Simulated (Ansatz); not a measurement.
CaH$_{5}$PSi

```xyz
8

Ca   -0.3194    0.5337    1.6160
P    -1.8818    2.6090    2.6143
Si    0.7208   -1.7150    0.0034
H     0.8935   -3.0134    0.7559
H     2.0824   -1.4861   -0.6093
H    -0.1356   -2.1036   -1.1776
H    -1.6682    2.0479    3.9235
H    -0.6733    3.3882    2.6959
```

Geometry: PBE0-D3(BJ)/def2-SVP.

Computed with isolated molecule in a Gaussian basis; Kohn-Sham density functional theory, functional PBE0 (Ansatz 0.2.0).

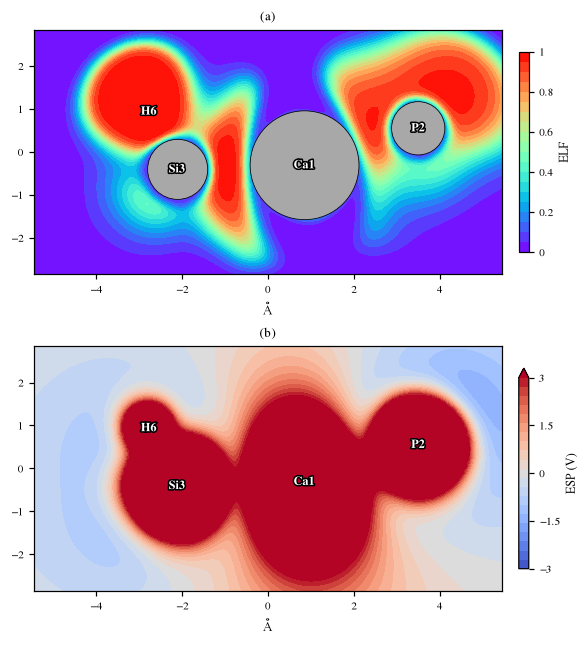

Figure 1. (a) ELF; (b) molecular electrostatic potential on the plane of atoms P2, Ca1 and Si3. Grey discs cover the atomic cores in the ELF map.

Describe what can be read from this map.

- Atoms in the plane: Ca, P, Si and H.
- Ca–P (2.78 Å): the ELF peaks at about 0.90 in the valence shell of P, 1.0 Å from its nucleus, and is about 0.60 at the midpoint.
- Ca–Si (2.96 Å): the ELF peaks at about 1 in the valence shell of Si, 1.1 Å from its nucleus, and is about 0.80 at the midpoint.
- Si–H (1.51 Å): the ELF climbs to about 1 towards the hydrogen, as it does in any bond to H.
- Outside the dense part of the molecule the potential is most negative (−1.4 V) near P2.

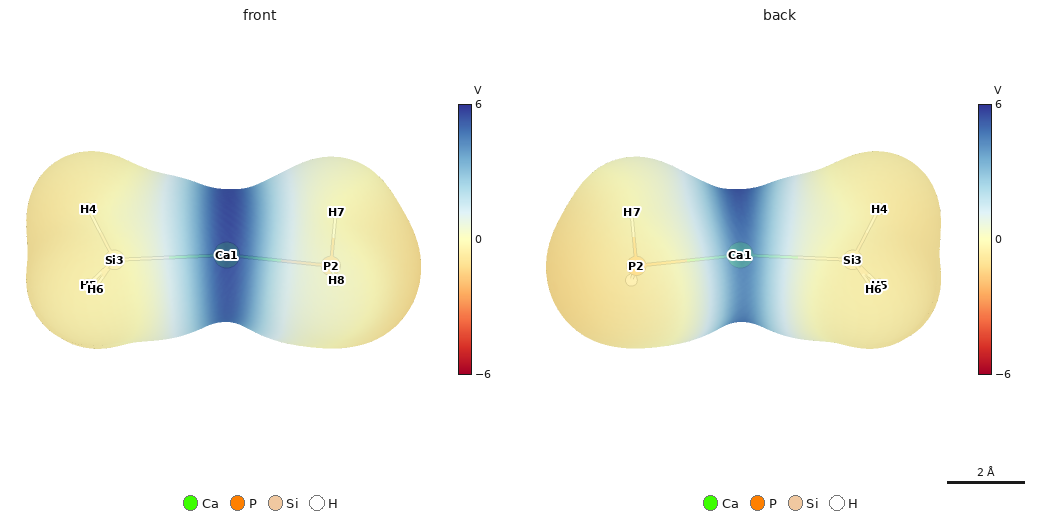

Figure 2. The molecular electrostatic potential painted on the density surface at 0.001 e/bohr³, seen from the front and from behind; the colour scale runs from red (negative) to blue (positive).

Describe the electrostatic potential map.

The most negative region (about −1.2 V) lies over P2, the most positive (about +5.6 V) over Ca1.

What dipole moment does the calculation give?

Its dipole moment is 2.22 D.

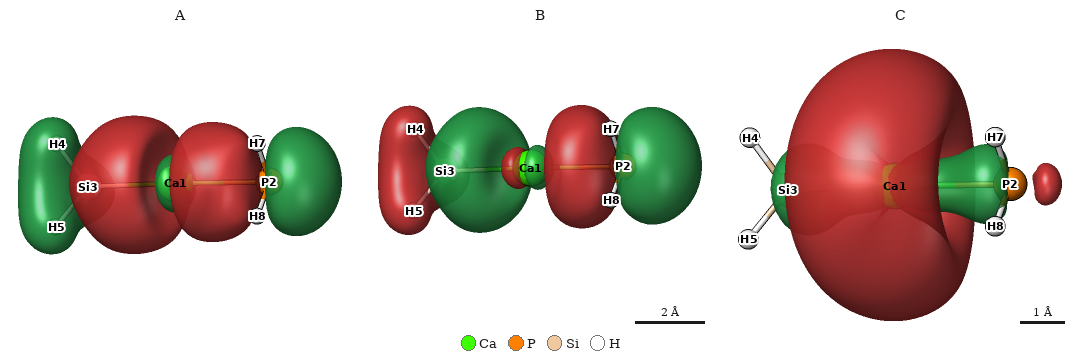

Figure 3. Three frontier orbitals at ±0.05 Å⁻³ᐟ² (green and red are the two phases), in no order.

Which picture is the HOMO−1, the HOMO and the LUMO?

A is the HOMO−1 (−6.65 eV). It lies mainly on Si3 (about 35 %), P2 (about 30 %) and Ca1 (about 25 %). B is the HOMO (−5.66 eV). It lies mainly on P2 (about 45 %), Si3 (about 25 %) and Ca1 (about 15 %). C is the LUMO (−2.11 eV). It lies mainly on Ca1 (about 85 %), P2 (about 5 %) and Si3 (about 5 %).

What is the HOMO–LUMO gap?

3.55 eV between the orbital energies.
